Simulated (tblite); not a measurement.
# Frequency calculation of C$_{3}$H$_{6}$AlBS

The run: frequency calculation of C$_{3}$H$_{6}$AlBS. Method and program: GFN2-xTB harmonic vibrations, gas phase (tblite 0.8.0).

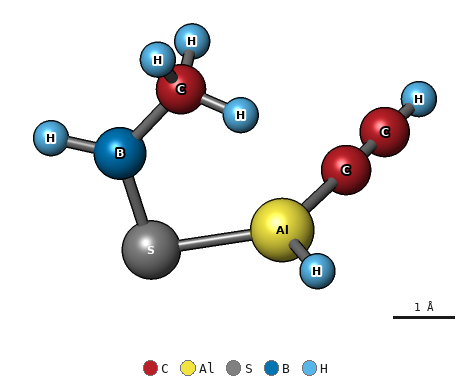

Fig. 1: The structure as given in the input (ball-and-stick view, seen at a tilt). Sticks mark near contacts.

Summary:

- outcome: converged
- total energy: −408.0853 eV
- zero-point energy: 46.5530 kcal/mol
- hardware: 1 CPU thread, shared host
- wall time: 0.55 s
- peak memory: 0.18 GiB

The input:
```
{"job": {"kind": "ir", "xc": "GFN2-xTB", "basis": "xTB"}, "charge": 0, "multiplicity": 1}
C      2.695799     1.329119    -0.926676
C      2.082938     0.364502    -0.522613
Al     1.069237    -1.169496     0.102057
S     -0.727277    -1.827802    -1.021688
B     -1.824894    -0.628627    -0.307552
C     -1.364459     0.396745     0.803736
H      3.237741     2.167256    -1.270726
H      1.482025    -2.049557     1.292802
H     -2.923156    -0.610613    -0.711104
H     -1.239177     1.389680     0.367544
H     -2.092287     0.503180     1.607360
H     -0.395292     0.134926     1.266905
```

The first line tells a small driver script what to run in tblite; the rest is the geometry in Å.

Run as:
```bash
OMP_NUM_THREADS=1 python <driver script> task.json out
```

What the program printed:
```
mode    cm-1     km/mol
  1      26.2      0.86
  2      64.8      1.28
  3      79.1      0.70
  4     123.3      1.82
  5     126.4      0.02
  6     160.4      1.69
  7     224.0     20.42
  8     313.8     15.96
  9     414.4    130.40
 10     452.9     25.39
 11     540.8     89.60
 12     604.6    110.70
 13     628.8    268.48
 14     687.4     48.93
 15     688.2     37.52
 16     697.6     14.73
 17     826.7    102.37
 18     874.2     10.77
 19     971.3     15.09
 20    1097.6    184.09
 21    1370.1     20.82
 22    1433.9      1.31
 23    1462.1      4.79
 24    1818.3    301.59
 25    2124.2     49.95
 26    2648.7     98.49
 27    2799.1    181.70
 28    2980.7     13.82
 29    3010.1      8.40
 30    3314.3      5.91
```

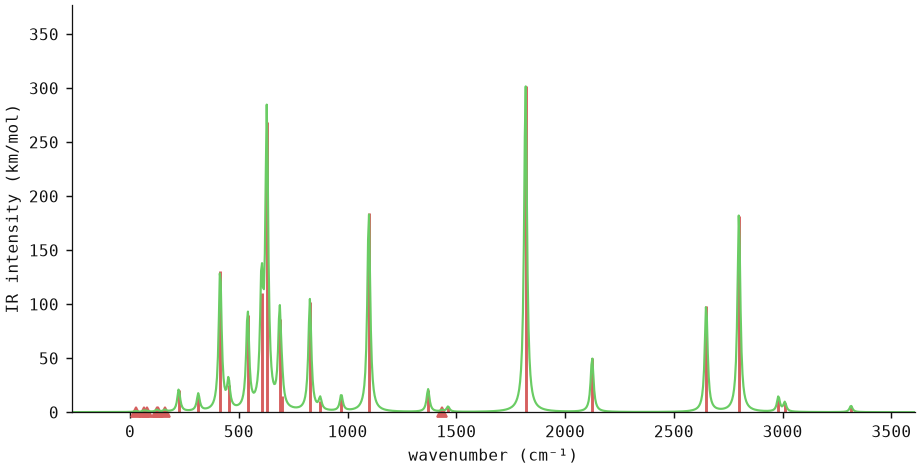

Fig. 2: Harmonic infrared spectrum, unscaled: sticks (degenerate modes added up, dark ones marked on the axis) with a Lorentzian envelope of 16 cm⁻¹ full width, scaled to the tallest stick. 30 modes from 26 to 3314 cm⁻¹, none imaginary. The strongest line is at 1818 cm⁻¹ (302 km/mol).
